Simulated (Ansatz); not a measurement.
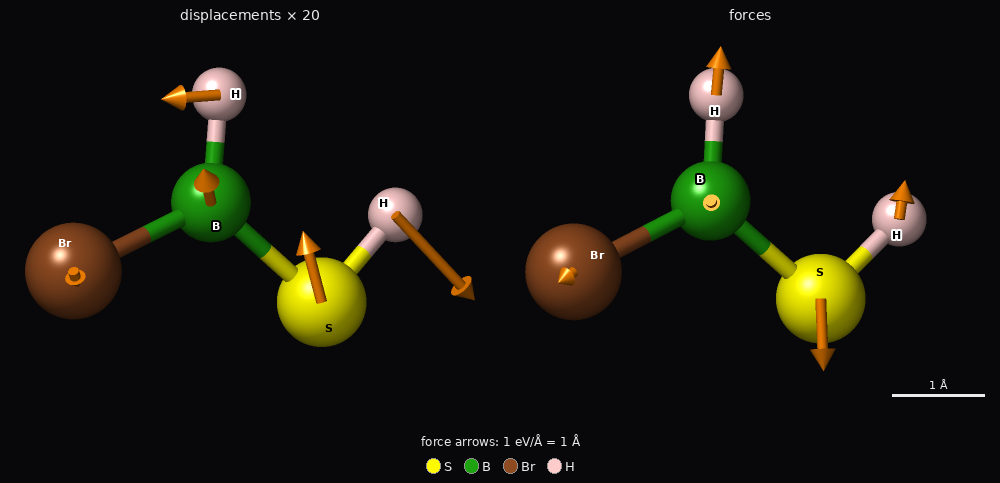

Left: BH2SBr, with orange arrows for the displacements applied to it. Right: the displaced structure with the computed forces. The picture is a ball-and-stick view, seen from a free direction.

These are results of Ansatz 0.2.0, RKS r2SCAN-D4/def2-TZVPP, not measurements. 

Where do the forces point?

All atoms are moved at random (σ = 0.04 Å) from the PBE0-D4/def2-TZVP minimum. The energy rises by 0.029 eV. The largest force is 0.8 eV/Å, on the S atom. The forces point partly back along the displacements (cosine −0.54). At other levels of theory the same distortion costs 0.038 eV (RKS PBE-D4/def2-TZVPP), 0.028 eV (RKS PBE0-D4/def2-TZVPP), 0.025 eV (RKS wB97M-V/def2-TZVPP), 0.030 eV (RHF-CCSD(T), frozen core/def2-TZVPP). Among the bonded contacts that change: B–H 1.187 → 1.165 Å, H–S 1.344 → 1.332 Å, B–S 1.773 → 1.763 Å, B–Br 1.907 → 1.898 Å. Bond angles that change, for instance: B–S–H 96.3° → 101.5°.
